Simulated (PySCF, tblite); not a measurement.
# C₂H₇BO₂Si₂: geometry, infrared bands and NMR shifts

Aim: predict the infrared bands and NMR shifts of C₂H₇BO₂Si₂ (`BC1=CO[Si@H]1O[SiH3]`).

Programs: tblite 0.8.0 and PySCF 2.14.0, with density-fitted response routines of our own. Each step states its level of theory. These are calculated values for one molecule in the gas phase, unless marked as measured. Atoms are numbered from 0 throughout.

## Step 1: The starting structure

14 atoms, charge 0, multiplicity 1; geometry from: force field or distance geometry start.

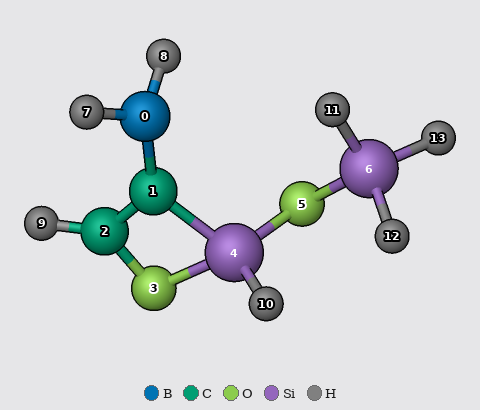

The starting geometry (boron blue, carbon teal, oxygen green, silicon purple, hydrogen grey), atoms numbered.

## Step 2: Geometry optimisation with GFN2-xTB

Job settings and geometry (Å):

```
{"job": {"kind": "relax", "xc": "GFN2-xTB", "basis": "xTB"}, "charge": 0, "multiplicity": 1}
B      1.601200    -0.394600     1.332700
C      1.122700     0.570300     0.164800
C      1.729300     1.420500    -0.612300
O      0.667800     1.886500    -1.379800
Si    -0.474900     0.898200    -0.577600
O     -1.072100    -0.455200    -1.434600
Si    -2.057500    -1.297100    -0.292000
H      2.436600     0.034800     2.069900
H      1.783100    -1.529500     0.986100
H      2.787500     1.707100    -0.656800
H     -1.462000     1.619400     0.220300
H     -1.236600    -1.829200     0.815600
H     -2.989400    -0.286700     0.302800
H     -2.836400    -2.344900    -0.961400
```

On the command line:

```bash
> OMP_NUM_THREADS=1 python probes_run.py task.json out
```

This one command runs all jobs of the session in turn.

The log of the run:

```text
step      E/eV     max force
  0    -563.18714    6.561
  1    -563.68943    3.129
  2    -563.93721    1.497
  3    -564.12809    0.976
  4    -564.23586    0.749
  5    -564.28804    0.595
  6    -564.32107    0.506
  7    -564.35788    0.609
  8    -564.40084    0.504
  9    -564.43565    0.445
 10    -564.46556    0.452
 11    -564.48975    0.352
 12    -564.50546    0.307
 13    -564.51838    0.238
 14    -564.52853    0.250
 15    -564.53779    0.303
 16    -564.54876    0.354
 17    -564.56371    0.349
 18    -564.58267    0.308
 19    -564.60227    0.353
 20    -564.61918    0.306
 21    -564.63343    0.366
 22    -564.64641    0.338
 23    -564.65755    0.280
 24    -564.66712    0.243
 25    -564.67627    0.251
 26    -564.68590    0.282
 27    -564.69466    0.270
 28    -564.70089    0.222
 29    -564.70554    0.172
 30    -564.71114    0.227
 31    -564.71882    0.294
 32    -564.72615    0.353
 33    -564.73113    0.310
 34    -564.73792    0.192
 35    -564.74328    0.158
 36    -564.74741    0.186
 37    -564.75348    0.145
 38    -564.75693    0.151
 39    -564.75988    0.143
 40    -564.76287    0.143
 41    -564.76611    0.188
 42    -564.76882    0.152
 43    -564.77091    0.118
 44    -564.77258    0.115
 45    -564.77429    0.111
 46    -564.77598    0.081
 47    -564.77681    0.077
 48    -564.77757    0.069
 49    -564.77842    0.074
 50    -564.77948    0.092
 51    -564.78045    0.075
 52    -564.78112    0.065
 53    -564.78153    0.068
 54    -564.78191    0.073
 55    -564.78247    0.072
 56    -564.78351    0.116
 57    -564.78546    0.172
 58    -564.78742    0.206
 59    -564.78973    0.140
 60    -564.79190    0.097
 61    -564.79320    0.100
 62    -564.79401    0.143
 63    -564.79562    0.139
 64    -564.79867    0.158
 65    -564.80195    0.120
 66    -564.80402    0.152
 67    -564.80550    0.125
 68    -564.80712    0.110
 69    -564.80799    0.068
 70    -564.80864    0.062
 71    -564.80943    0.084
 72    -564.81005    0.102
 73    -564.81101    0.090
 74    -564.81211    0.082
 75    -564.81322    0.070
 76    -564.81417    0.090
 77    -564.81529    0.137
 78    -564.81705    0.153
 79    -564.81955    0.161
 80    -564.82169    0.120
 81    -564.82201    0.180
 82    -564.82426    0.090
 83    -564.82496    0.064
 84    -564.82614    0.077
 85    -564.82676    0.069
 86    -564.82752    0.071
 87    -564.82820    0.077
 88    -564.82920    0.081
 89    -564.83050    0.082
 90    -564.83233    0.089
 91    -564.83421    0.089
 92    -564.83588    0.097
 93    -564.83722    0.132
 94    -564.83550    0.298
 95    -564.83954    0.115
 96    -564.84082    0.115
 97    -564.84336    0.412
 98    -564.85006    0.159
 99    -564.85460    0.138
100    -564.85247    0.569
101    -564.86428    0.167
102    -564.86974    0.174
103    -564.87461    0.508
104    -564.88527    0.161
105    -564.89029    0.156
106    -564.89521    0.246
107    -564.89930    0.124
108    -564.90193    0.101
109    -564.90630    0.115
110    -564.90796    0.161
111    -564.90988    0.138
112    -564.91165    0.155
113    -564.91316    0.156
114    -564.91476    0.129
115    -564.91704    0.153
116    -564.92039    0.169
117    -564.92457    0.159
118    -564.92784    0.172
119    -564.93120    0.159
120    -564.93336    0.100
121    -564.93533    0.070
122    -564.93661    0.067
123    -564.93780    0.084
124    -564.93948    0.064
125    -564.94033    0.049
126    -564.94064    0.045
127    -564.94101    0.049
128    -564.94135    0.051
129    -564.94175    0.042
130    -564.94217    0.041
131    -564.94252    0.047
132    -564.94277    0.041
133    -564.94297    0.031
134    -564.94311    0.021
135    -564.94318    0.020
136    -564.94323    0.017
137    -564.94326    0.014
138    -564.94328    0.015
139    -564.94330    0.015
140    -564.94333    0.015
141    -564.94337    0.018
142    -564.94345    0.026
143    -564.94357    0.029
144    -564.94371    0.023
145    -564.94381    0.019
146    -564.94388    0.016
147    -564.94393    0.016
148    -564.94397    0.016
149    -564.94400    0.019
150    -564.94405    0.024
151    -564.94412    0.027
152    -564.94422    0.026
153    -564.94433    0.022
154    -564.94443    0.023
155    -564.94449    0.019
156    -564.94452    0.014
157    -564.94455    0.014
158    -564.94459    0.016
159    -564.94467    0.026
160    -564.94483    0.045
161    -564.94510    0.058
162    -564.94545    0.055
163    -564.94572    0.033
164    -564.94584    0.022
165    -564.94592    0.019
166    -564.94602    0.030
167    -564.94611    0.030
168    -564.94616    0.017
169    -564.94618    0.010
170    -564.94619    0.005
```

Wall time 2 s (1 thread of Arm Neoverse N1, shared host).

Step by step: (not every step is listed)

```tsv
step	energy from step 0 (eV)	largest force (eV/Å)
0	0.0000	6.5607
1	-0.5023	3.1286
2	-0.7501	1.4972
3	-0.9410	0.9757
4	-1.0487	0.7485
5	-1.1009	0.5948
6	-1.1339	0.5064
7	-1.1707	0.6092
8	-1.2137	0.5039
23	-1.4704	0.2803
38	-1.5698	0.1515
53	-1.5944	0.0678
68	-1.6200	0.1104
83	-1.6378	0.0641
98	-1.6629	0.1587
113	-1.7260	0.1559
128	-1.7542	0.0506
143	-1.7564	0.0294
158	-1.7574	0.0164
165	-1.7588	0.0191
166	-1.7589	0.0297
167	-1.7590	0.0298
168	-1.7590	0.0168
169	-1.7590	0.0103
170	-1.7591	0.0049
```

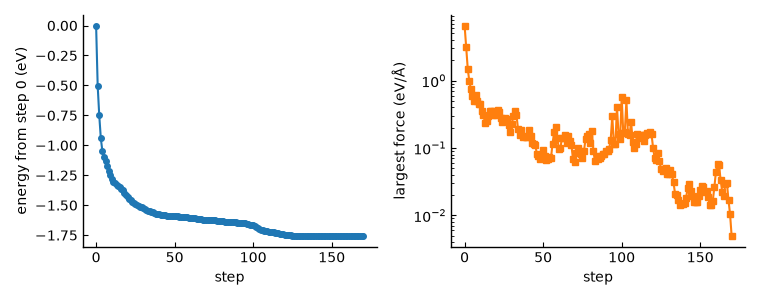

Energy and largest force along the relaxation.

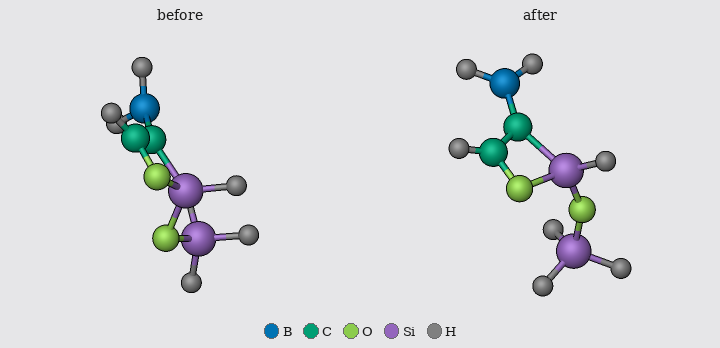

Before and after, at one scale.

Close pairs (by a distance rule), those that changed most:

```tsv
bond	before (Å)	after (Å)	change (Å)
Si4–O5	1.710	1.604	-0.106
C1–Si4	1.792	1.897	+0.105
O5–Si6	1.728	1.633	-0.095
B0–C1	1.589	1.514	-0.075
C1–C2	1.302	1.357	+0.055
C2–O3	1.390	1.352	-0.038
Si6–H12	1.498	1.460	-0.038
B0–H8	1.201	1.172	-0.029
```

The end geometry stands in the next job.

## Step 3: Vibrational analysis with GFN2-xTB

Job settings and geometry (Å):

```
{"job": {"kind": "ir", "xc": "GFN2-xTB", "basis": "xTB"}, "charge": 0, "multiplicity": 1}
B      2.279259    -0.012020     1.514620
C      1.348798     0.476979     0.425521
C      1.585819     0.756552    -0.880582
O      0.440275     1.172571    -1.465501
Si    -0.414619     1.059073     0.037882
O     -1.665999     0.059457    -0.047904
Si    -2.443532    -1.300110    -0.510573
H      1.913591    -0.080383     2.624506
H      3.371493    -0.328796     1.232556
H      2.475384     0.724744    -1.490976
H     -0.934891     2.365157     0.380393
H     -1.835222    -2.415564     0.212208
H     -3.816937    -1.026881    -0.097615
H     -2.304095    -1.451251    -1.956700
```

The log of the run:

```text
mode    cm-1     km/mol
  1       6.5      0.28
  2      38.8      0.99
  3      51.1      1.41
  4     133.1      5.40
  5     175.0      5.37
  6     210.4      1.77
  7     232.4      2.34
  8     258.1      4.98
  9     406.0     40.79
 10     479.9     61.82
 11     533.7     21.61
 12     562.0     47.60
 13     592.8     53.53
 14     616.2     51.55
 15     618.1     63.27
 16     695.1     27.29
 17     736.9    193.91
 18     757.1    205.66
 19     775.4    249.54
 20     810.2    360.65
 21     819.9    220.12
 22     845.3     18.42
 23     858.0      0.98
 24    1090.2    391.06
 25    1106.4    490.94
 26    1140.1    121.85
 27    1193.8    160.19
 28    1262.5     22.87
 29    1557.4    349.71
 30    2261.8    332.33
 31    2275.8    310.98
 32    2290.4    103.51
 33    2397.6    280.66
 34    2616.8    172.86
 35    2649.2    147.87
 36    3066.7     51.44
```

Run time: 0.79 s. Hardware: 1 thread of Arm Neoverse N1, shared host.

The strongest bands and the atoms that carry them (share of the mass-weighted mode):

```tsv
cm⁻¹	km/mol	atoms
775	249.5	H13 50 %, H11 39 %
810	360.6	H12 30 %, H11 26 %, H13 23 %, Si6 15 %
1090	391.1	H9 38 %, O3 26 %, C2 21 %
1106	490.9	O5 58 %, Si4 11 %
1557	349.7	C1 57 %, C2 34 %
2262	332.3	H11 75 %, H13 20 %
2276	311.0	H13 54 %, H12 30 %, H11 12 %
2398	280.7	H10 97 %
```

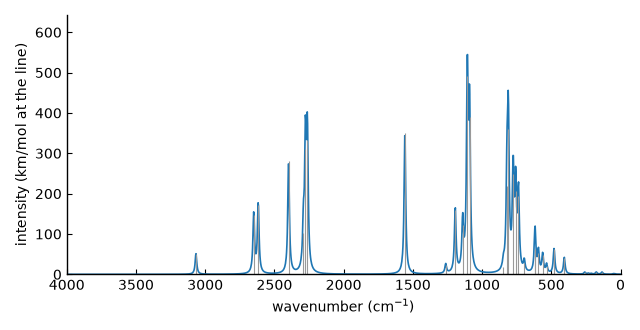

The infrared spectrum from these modes, unscaled. Lines are broadened to a width of 14 cm⁻¹ (Lorentzian).

## Step 4: Nuclear shieldings: PBE0/pcSseg-1

The job, as its differences from that of step 3:

```diff
@@ -1,2 +1,2 @@
-{"job": {"kind": "ir", "xc": "GFN2-xTB", "basis": "xTB"}, "charge": 0, "multiplicity": 1}
+{"job": {"kind": "nmr", "xc": "PBE0", "basis": "pcSseg-1"}, "charge": 0, "multiplicity": 1}
 B      2.279259    -0.012020     1.514620
```

Level: GIAO PBE0/pcSseg-1 NMR shielding, non-relativistic, gas phase.

The log of the run:

```text
coarse grid: 13024 points
cycle   1  E = -833.9395241408  dE =  9.948e-01  |g| = 9.627e-01  |ddm| = 3.482e+00
cycle   2  E = -833.6986993889  dE =  2.408e-01  |g| = 1.493e+00  |ddm| = 1.681e+00
cycle   3  E = -834.1065303416  dE = -4.078e-01  |g| = 1.456e-01  |ddm| = 1.139e+00
cycle   4  E = -834.1107515539  dE = -4.221e-03  |g| = 6.648e-02  |ddm| = 1.980e-01
cycle   5  E = -834.1117140734  dE = -9.625e-04  |g| = 2.887e-02  |ddm| = 7.143e-02
cycle   6  E = -834.1118954487  dE = -1.814e-04  |g| = 6.533e-03  |ddm| = 2.712e-02
cycle   7  E = -834.1119039721  dE = -8.523e-06  |g| = 1.939e-03  |ddm| = 6.067e-03
final grid: 117496 points
cycle   8  E = -834.1709738201  dE = -1.474e-05  |g| = 1.116e-02  |ddm| = 1.968e-02
cycle   9  E = -834.1709309176  dE =  4.290e-05  |g| = 1.866e-02  |ddm| = 1.992e-02
cycle  10  E = -834.1709964742  dE = -6.556e-05  |g| = 1.563e-03  |ddm| = 1.337e-02
cycle  11  E = -834.1709969813  dE = -5.071e-07  |g| = 4.638e-04  |ddm| = 1.508e-03
cycle  12  E = -834.1709970265  dE = -4.519e-08  |g| = 9.869e-05  |ddm| = 4.425e-04
cycle  13  E = -834.1709970286  dE = -2.064e-09  |g| = 3.258e-05  |ddm| = 1.071e-04
cycle  14  E = -834.1709970288  dE = -2.474e-10  |g| = 6.956e-06  |ddm| = 3.392e-05
converged SCF energy = -834.1709970288

GIAO shielding tensors (ppm)
atom      isotropic    diamagn.    paramagn.     s11        s22        s33       span
  0 B       40.034     194.115    -154.081    -12.082     -5.067    137.249    149.331
  1 C       51.188     259.621    -208.433    -35.529     55.129    133.965    169.494
  2 C       -9.631     257.199    -266.830   -126.276      2.905     94.477    220.753
  3 O       90.491     401.125    -310.634    -15.714     64.797    222.390    238.104
  4 Si     360.296     880.318    -520.022    336.327    344.306    400.254     63.927
  5 O      279.809     399.027    -119.217    234.222    268.448    336.757    102.535
  6 Si     387.043     879.374    -492.331    353.331    354.366    453.433    100.102
  7 H       25.499      30.871      -5.371     20.309     27.775     28.414      8.105
  8 H       25.259      30.065      -4.805     19.898     27.659     28.221      8.322
  9 H       23.239      31.103      -7.864     21.973     23.015     24.729      2.756
 10 H       26.274      28.871      -2.597     22.737     24.084     32.001      9.265
 11 H       26.460      29.952      -3.492     23.076     25.262     31.043      7.968
 12 H       26.423      28.023      -1.600     22.916     24.844     31.508      8.593
 13 H       26.439      29.365      -2.925     22.925     25.294     31.098      8.173
```

It took 39 s on 1 thread of Arm Neoverse N1, shared host; peak memory 0.75 GiB.

Shifts follow as δ = σ(reference) − σ, with reference shieldings (ppm) from runs at the same level and on the same kind of geometry: ¹H TMS 31.72, ¹³C TMS 186.9, ²⁹Si TMS 349.2, ¹⁷O H2O 336.1, ¹¹B BF3·OEt2 100.1. The references are single molecules in the gas phase, so shifts against H2O, NH3, PH3, H3PO4 or CFCl3 are not on the usual liquid scales and can be off by tens of ppm. Atoms listed in one row are averaged.

```tsv
atoms	environment	σ (ppm)	δ (ppm)	δ scaled to CDCl3
C2	alkene carbon bearing oxygen	-9.6	196.6	189.9
C1	β carbon of an enol-ether or enamine type C=C	51.2	135.7	130.6
H9	hydrogen on an alkene carbon bearing oxygen	23.24	8.48	8.10
H7, H8	hydrogen on a boron bonded to C	25.38	6.34	–
H10	hydrogen on a silicon bonded to C, 2 O, in a 4-membered ring	26.27	5.44	–
H11, H12, H13	hydrogen on a silicon bonded to O	26.44	5.28	–
B0	boron bonded to C, 2 H	40.0	60.0	–
O3	oxygen bonded to C, Si, in a 4-membered ring	90.5	245.6	–
O5	oxygen bonded to 2 Si	279.8	56.3	–
Si4	silicon bonded to C, 2 O, H, in a 4-membered ring	360.3	-11.1	–
Si6	silicon bonded to O, 3 H	387.0	-37.9	–
```

The scaled column applies a straight-line fit of computed shieldings to shifts measured in CDCl3 (root-mean-square error 0.16 ppm for H, 1.9 ppm for C).

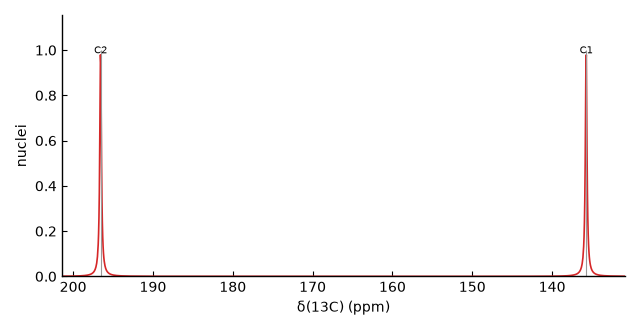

¹³C lines at the computed shifts, without couplings. Lines are broadened to a width of 0.24 ppm (Lorentzian).

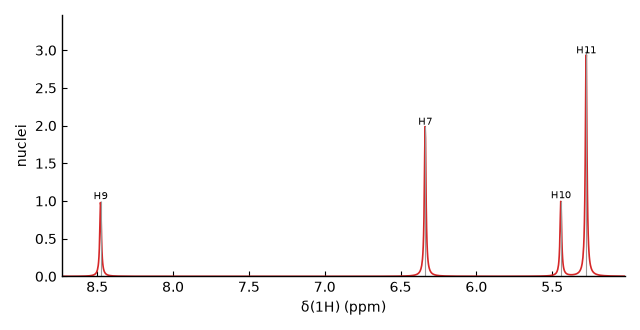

¹H lines at the computed shifts, without couplings. Lines are broadened to a width of 0.01 ppm (Lorentzian).

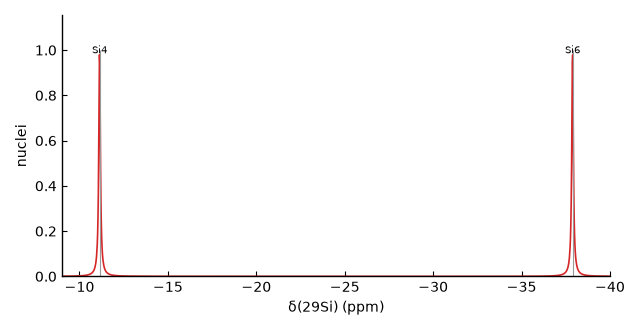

²⁹Si lines at the computed shifts, without couplings. Lines are broadened to a width of 0.11 ppm (Lorentzian).

Charges from the same density, by scheme (e):

```tsv
atoms	Mulliken	IAO	Hirshfeld	ESP fit
B0	0.20	-0.04	0.08	0.25
C1	-0.67	-0.50	-0.22	-0.51
C2	0.26	0.17	0.09	0.24
O3	-0.53	-0.59	-0.22	-0.45
Si4	1.12	1.31	0.49	0.87
O5	-0.71	-0.86	-0.29	-0.46
Si6	0.72	0.89	0.41	0.61
```

IAO charges:

B0 -0.04; C1 -0.50; C2 0.17; O3 -0.59; Si4 1.31; O5 -0.86; Si6 0.89; H7 0.00; H8 0.00; H9 0.17; H10 -0.14; H11 -0.14; H12 -0.13; H13 -0.14

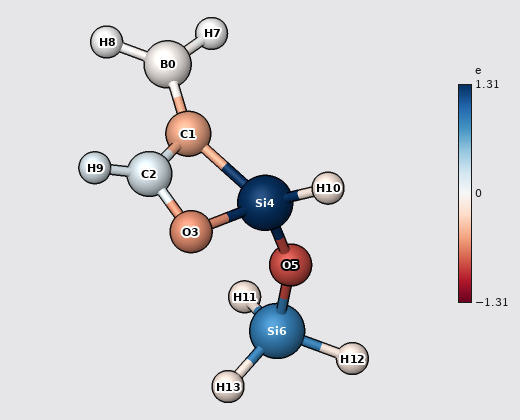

IAO charges, as colours on the atoms.

Mayer bond orders: B0–C1 1.14, C1–C2 1.56, C2–O3 1.07, O3–Si4 0.79, Si4–O5 1.05, O5–Si6 0.87, Si4–C1 0.88.

Ring of atoms C1, C2, O3, Si4: NICS(0) 0.5, NICS(1) -1.4, NICS(1)zz 3.4 ppm (means of both faces).

## Step 5: Summary of results

```
                                                              quantity                       value
                             strongest single infrared mode (GFN2-xTB)       1106 cm⁻¹, 491 km/mol
                                          zero-point energy (GFN2-xTB)               51.6 kcal/mol
                                ¹³C shifts against TMS (PBE0/pcSseg-1)            196.6, 135.7 ppm
¹H shifts against TMS (PBE0/pcSseg-1, means over atoms taken as alike)  8.48, 6.34, 5.44, 5.28 ppm
                           ¹¹B shifts against BF3·OEt2 (PBE0/pcSseg-1)                    60.0 ppm
                                ¹⁷O shifts against H2O (PBE0/pcSseg-1)             245.6, 56.3 ppm
                               ²⁹Si shifts against TMS (PBE0/pcSseg-1)            -11.1, -37.9 ppm
```

In words: Relaxing lowered the energy by 1.759 eV in 170 steps; the close pair that moved most is Si4–O5, from 1.710 to 1.604 Å. No mode is imaginary among the 36: a minimum at this level. The strongest single mode, at 1106 cm⁻¹, moves mainly O5. GFN2-xTB is a fitted tight-binding method: band positions and strengths are rough. Its intensities can rank the bands wrongly. The most deshielded carbon is C2 (alkene carbon bearing oxygen), at 196.6 ppm: an sp2 carbon further deshielded by the attached heteroatom. At PBE0/pcSseg-1: Shielding is most anisotropic at O3 (span 238 ppm, paramagnetic term -311 ppm).
